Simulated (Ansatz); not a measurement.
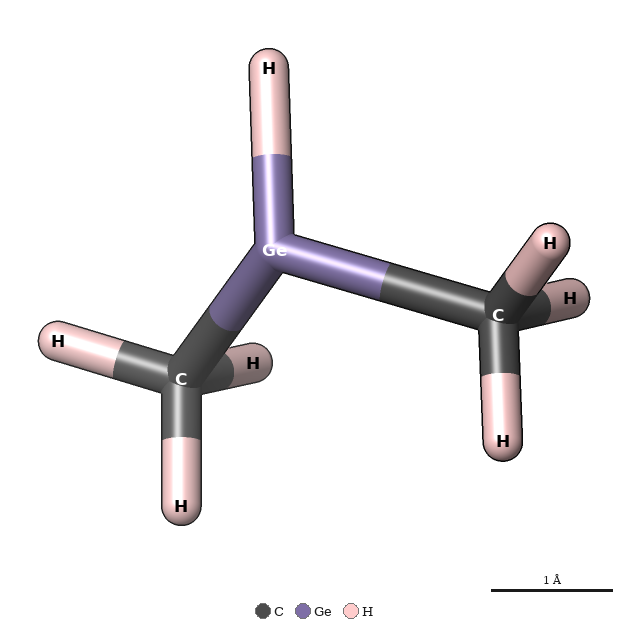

Stick drawing of a structure.

The species is neutral and a spin doublet. The computed structure is the end point of a PBE0-D4/def2-TZVP optimisation.

**Give the formula.**

C₂H₇Ge, 10 atoms: 2 carbon, 7 hydrogen and 1 germanium.

**What is its SMILES?**

[CH3][GeH][CH3]

**Count the bonded pairs by element.**

6 C–H, 2 C–Ge, 1 Ge–H.

**How many atoms are distinct by symmetry?**

6: 2 C, 1 Ge, 2 H, 2 H, 2 H, 1 H.

More results for the same structure follow; atom numbers are the same in all pictures, views and colours differ.

## Shape

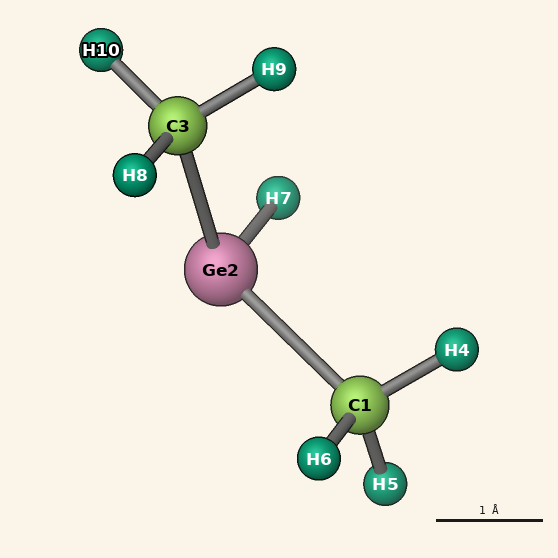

Atoms carry their numbers in the input.

What are the angles C1–Ge2–C3, C1–Ge2–H7, Ge2–C1–H6, Ge2–C1–H4, Ge2–C1–H5?

```tsv
angle	degrees
C1–Ge2–C3	110.6
C1–Ge2–H7	109.9
Ge2–C1–H6	110.4
Ge2–C1–H4	109.6
Ge2–C1–H5	110.7
```

## Thermal motion

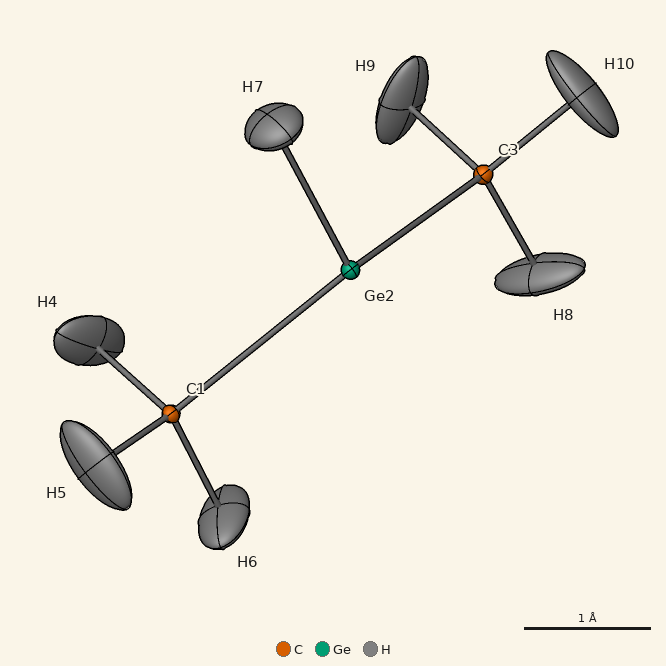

Displacement ellipsoids at the 50 % level, from the internal vibrations of the free molecule (harmonic, no overall translation or rotation; no half-axis is drawn under 0.075 Å). Vibrations computed with UKS PBE0-D4/def2-TZVP (Ansatz 0.2.0). Temperature: 100 K.

Give the displacement parameters, one line for each set of equivalent atoms.

```
   atom  U_eq (Å²)   rms amplitudes (Å)
 C1, C3     0.0019  0.031, 0.041, 0.055
    Ge2    0.00017  0.009, 0.010, 0.018
 H4, H9     0.0341  0.079, 0.144, 0.274
H5, H10     0.0353  0.088, 0.147, 0.277
 H6, H8     0.0335  0.078, 0.141, 0.273
     H7     0.0211  0.090, 0.155, 0.176
```

## Levels of theory compared

Program: Ansatz 0.2.0.

Compare dipole (D) at these levels: B3LYP-D4/def2-TZVPP; PBE-D4/def2-TZVPP; PBE0-D4/def2-TZVP; r2SCAN-D4/def2-TZVPP; ωB97M-V/def2-TZVPP.

| level | dipole (D) |
| --- | --- |
| B3LYP-D4/def2-TZVPP | 0.77 |
| PBE-D4/def2-TZVPP | 0.83 |
| PBE0-D4/def2-TZVP | 0.80 |
| r2SCAN-D4/def2-TZVPP | 0.84 |
| ωB97M-V/def2-TZVPP | 0.72 |

## Vibrations

Harmonic vibrations computed with UKS PBE0-D4/def2-TZVP (Ansatz 0.2.0) at a stationary point of the same level.

**How many vibrational modes are there, and where do they lie?**

24 modes: 113, 122, 169, 467, 576, 591, 604, 709, 832, 848, 848, 1242, 1251, 1442, 1448, 1449, 1458, 2066, 3051, 3051, 3137, 3137, 3160, 3160 cm⁻¹.

## Charges

The questions are on Mulliken charges. Properties computed with UKS B3LYP-D4/def2-TZVPP (Ansatz 0.2.0).

Give the Mulliken charges atom by atom.

```
atom  value (e)
  C1      −0.39
 Ge2       0.18
  C3      −0.39
  H4       0.11
  H5       0.11
  H6       0.11
  H7      −0.04
  H8       0.11
  H9       0.11
 H10       0.11
```

Mulliken values depend strongly on the basis set and can even reverse the polarity of a bond.
